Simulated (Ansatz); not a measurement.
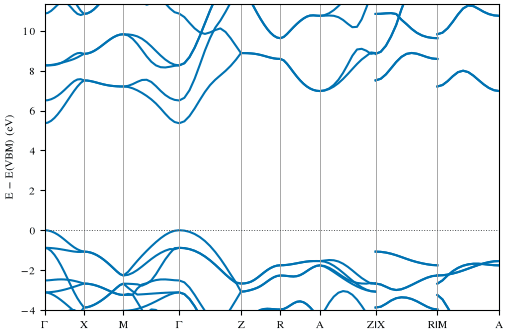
Figure: Band structure from PBEsol in the plane-wave PAW code Ansatz

Question: Read off the gap and where the band edges lie.

Answer: About 5.4 eV (5.36 eV by a search for the band edges); maximum at Γ, minimum at Γ.

Question: Which of these materials gives this?
A. SiO2, rutile
B. MgF2, rutile
C. ZrO2, P4_2/nmc (Zr on 2a, O on 4d)

Answer: A, SiO2, rutile

Space group P4_2/mnm (rutile). This is a known high-pressure phase of the composition, computed here at zero pressure and temperature. The PBEsol relaxation kept the symmetry of its start; its stability against distortions is not shown here.

Potentials: the earlier of the program's two PAW sets. The files were generated under PBE; for other functionals the program regenerates the frozen cores, and for LDA and PBEsol the local potential too.
